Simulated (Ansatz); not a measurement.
Starting cell, KZnF3 (cubic perovskite):

```yaml
crystal:
  lattice:
    - [8.25492, 0.00000, 0.00000]
    - [4.12746, 4.12746, 0.00000]
    - [0.00000, 0.00000, 4.12746]
  atoms:
    - { symbol: K, position: [0.00000, 0.00000, 0.00000] }
    - { symbol: K, position: [0.50000, 0.00000, 0.00000] }
    - { symbol: Zn, position: [0.00000, 0.50000, 0.50000] }
    - { symbol: Zn, position: [0.50000, 0.50000, 0.50000] }
    - { symbol: F, position: [0.75000, 0.50000, 0.50000] }
    - { symbol: F, position: [0.25000, 0.50000, 0.50000] }
    - { symbol: F, position: [0.25000, 0.00000, 0.50000] }
    - { symbol: F, position: [0.75000, 0.00000, 0.50000] }
    - { symbol: F, position: [0.00000, 0.50000, 0.00000] }
    - { symbol: F, position: [0.50000, 0.50000, 0.00000] }
```

A phonon eigenvector at M = (0.5, 0.5, 0.0) is frozen into this cell: atom i moves by Q times the vector below, so Q is the largest atomic displacement, in Å. The cell is held. It is one choice among 2 degenerate patterns. (q is in reciprocal vectors of the primitive cell; the cell shown is doubled to hold the pattern.)

| atom | x | y | z |
|---|---|---|---|
| K1 | -0.514 | 0.000 | 0.000 |
| K2 | 0.514 | 0.000 | 0.000 |
| Zn3 | 0.000 | 1.000 | 0.000 |
| Zn4 | 0.000 | -1.000 | 0.000 |
| F9 | 0.000 | -0.936 | 0.000 |
| F10 | 0.000 | 0.936 | 0.000 |

Atoms not listed stay in place.

The numbers are results of PBE (plane waves to 420 eV, PAW, scalar-relativistic; Ansatz, an electronic-structure program), not measurements. k mesh 8×8×8 (Γ-centred), Fermi-Dirac smearing 0.05 eV. The energy includes the smearing's −TS. Stress and pressure are positive under compression. KZnF3 was relaxed with its symmetry unable to fall. The zero of ΔE is the undisplaced structure.

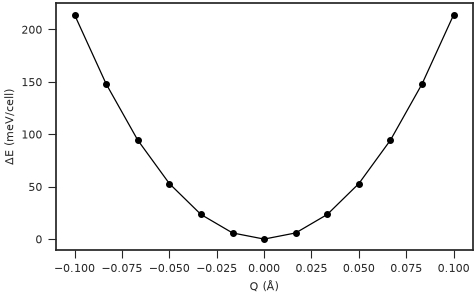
Figure. ΔE (meV/cell) against Q (Å); markers are the computed points, lines only join them.

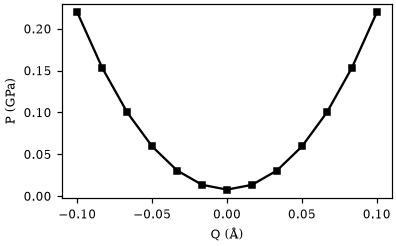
Figure. P (GPa) against Q (Å); markers are the computed points, lines only join them.

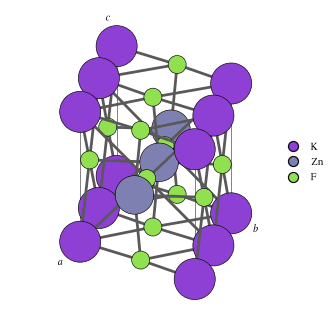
Figure: The cell of the calculation at Q = -0.100 Å.

Symmetry of the curve: even: the same for both signs. Shape of the curve: a single well with its minimum at or next to zero displacement. Harmonic wavenumber from the curvature (finite differences): 249 cm⁻¹. Space group of the distorted cell: Cmmm (No. 65), lowered from Pm-3m. Wavenumber by perturbation theory (DFPT, on another k mesh): 249 cm⁻¹.

E″ = 42.26 eV/Å², M = Σ mᵢ|uᵢ|² = 184.7 u, ν̃ = 521.5·√(|E″|/M).

(A displaced cell: forces are minus the slopes of the energy, force constants its curvatures, and phonons follow from these.)
